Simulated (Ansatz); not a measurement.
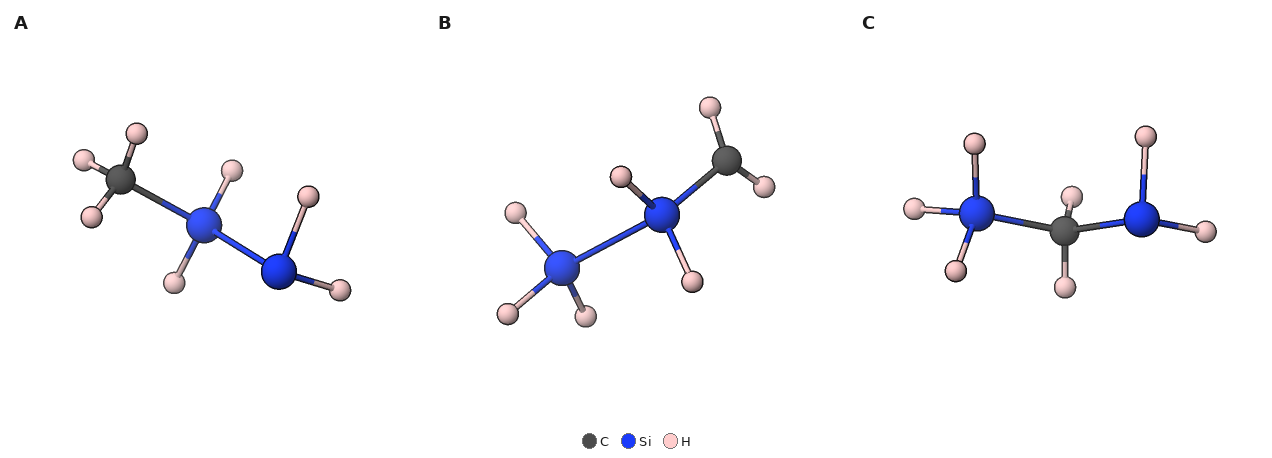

3 stationary structures of one formula. Charge −1, singlet. Geometries: PBE0-D4/def2-TZVPD. Electronic energies: RHF-CCSD(T) (frozen core)/def2-TZVPPD (Ansatz 0.2.0), without zero-point energy. No frequency run is at hand to confirm each as a minimum. Each is one conformer, not always the lowest.

**Which structure is the most stable?**

A is lowest; C lies 0.457 eV above it, B lies 1.048 eV above it.
